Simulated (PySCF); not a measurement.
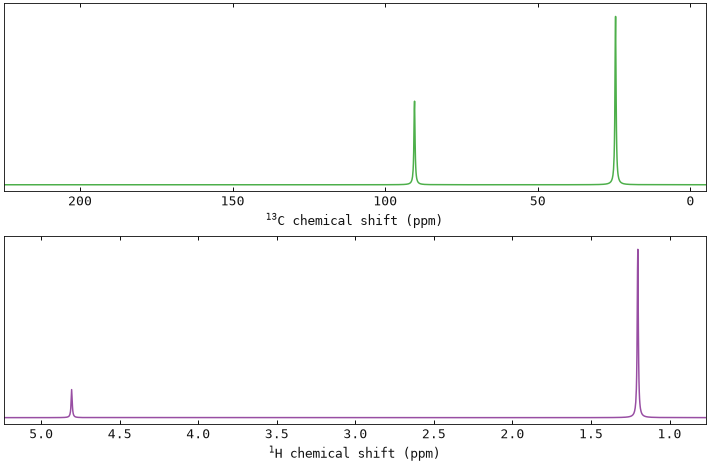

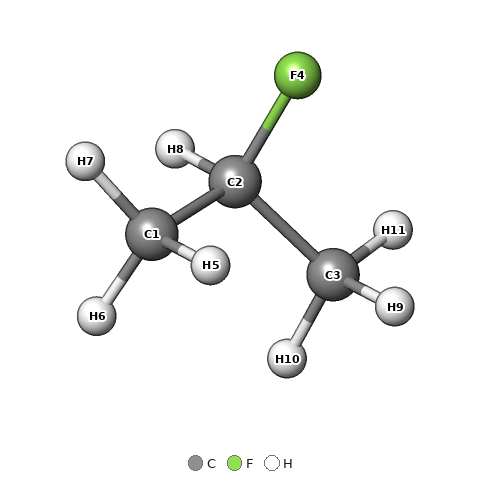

Spectrum and numbered structure of C₃H₇F, SMILES CC(C)F. GIAO shifts, KT3/pcSseg-2, PySCF, at a PBE0-D3(BJ)/def2-SVP geometry (no frequency check), against TMS for ¹³C and TMS for ¹H computed at the same level. Gas phase, fully decoupled, line heights follow the number of nuclei, widths are arbitrary (no quadrupolar broadening); values of one conformer, averaged over methyl-type rotors and exact or near symmetry.

Q: Which atoms give which ¹³C line?

A:
```csv
δ (ppm),nuclei,atoms
90.4,1,C2
24.5,2,"C1, C3"
```

Q: Assign the ¹H signals to the numbered atoms.

A:
| δ (ppm) | nuclei | atoms |
| --- | --- | --- |
| 4.81 | 1 | H8 |
| 1.20 | 6 | H5, H6, H7, H9, H10, H11 |
